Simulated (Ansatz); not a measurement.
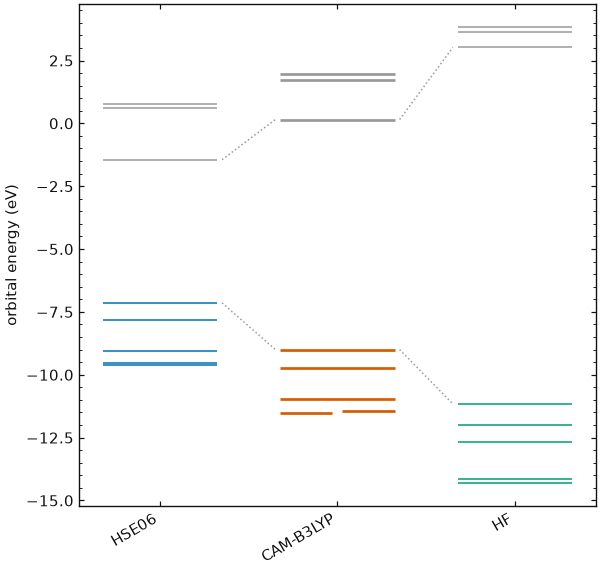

Frontier orbital energies of CH₅FN₂OSi, SMILES N(=C\[Si@](N)(O)F)/[H] at one geometry, def2-TZVPP, the Ansatz code, at a PBE0-D4/def2-TZVP geometry (a minimum by its frequencies). Empty levels are grey, levels within 0.1 eV stand side by side; all columns show the same few orbitals around the gap. Dotted lines join the HOMOs and the LUMOs.

Question: How do the frontier levels move from column to column?

Answer: The separation grows from 5.69 eV (HSE06) to 14.18 eV (HF).

| level | HOMO (eV) | LUMO (eV) | separation (eV) |
| --- | --- | --- | --- |
| HSE06 | −7.14 | −1.45 | 5.69 |
| CAM-B3LYP | −9.00 | 0.15 | 9.15 |
| HF | −11.16 | 3.02 | 14.18 |

Limits of at least one run: empty levels above zero depend strongly on the basis; one conformer of a flexible molecule.
